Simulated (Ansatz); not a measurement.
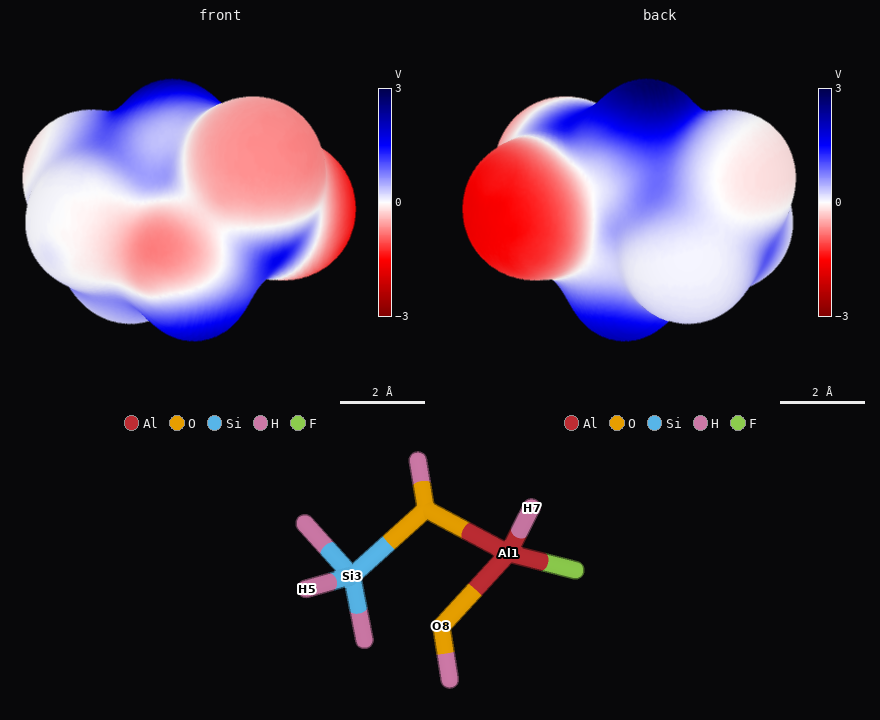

*AlFH6O2Si. The electrostatic potential painted on the density surface at 0.001 e/bohr³, seen from the front and from behind; the colour scale runs from red (negative) to blue (positive). The bare structure is drawn below in the same view.*

Theory: Ansatz 0.2.0, RKS B3LYP-D4/def2-SVP.

Input file:

```
crystal:
  periodic: [false, false, false]
  atoms:
    - { symbol: Al, position_ang: [-0.029885, -0.267674, 0.070766] }
    - { symbol: O, position_ang: [-0.437872, -0.0902, 1.771911] }
    - { symbol: Si, position_ang: [-1.331654, -0.531716, 3.09674] }
    - { symbol: H, position_ang: [-2.565616, -1.269884, 2.683322] }
    - { symbol: H, position_ang: [-0.531941, -1.403322, 4.008026] }
    - { symbol: H, position_ang: [-1.742509, 0.696761, 3.843059] }
    - { symbol: H, position_ang: [1.469358, -0.268562, -0.357122] }
    - { symbol: O, position_ang: [-1.23091, -0.593414, -1.08239] }
    - { symbol: H, position_ang: [-2.182889, -0.611626, -0.943499] }
    - { symbol: F, position_ang: [-0.194862, 2.534274, 0.709805] }
    - { symbol: H, position_ang: [-0.280219, 2.093862, 1.524583] }
basis:
  gaussian: { orbitals: def2-SVP }
hamiltonian:
  xc: b3lyp
  dispersion: d4
relax:
  f_tol: 0.03
  max_steps: 50
output:
  orbitals: {}
```

Command:

```sh
ansatz run input.yaml --threads 4 --pin off --max-ram 5120MiB --backend cpu --events-out ev --progress --plain --runs-dir out
```

The fields are those of the run's last geometry, not of the input's.

Question: Which sites attract a positive test charge, and which a negative one?

Answer: A positive charge is drawn to the negative regions and a negative charge to the positive ones. The most negative region (about −1.6 V) lies over F10, the most positive (about +2.7 V) over H11.
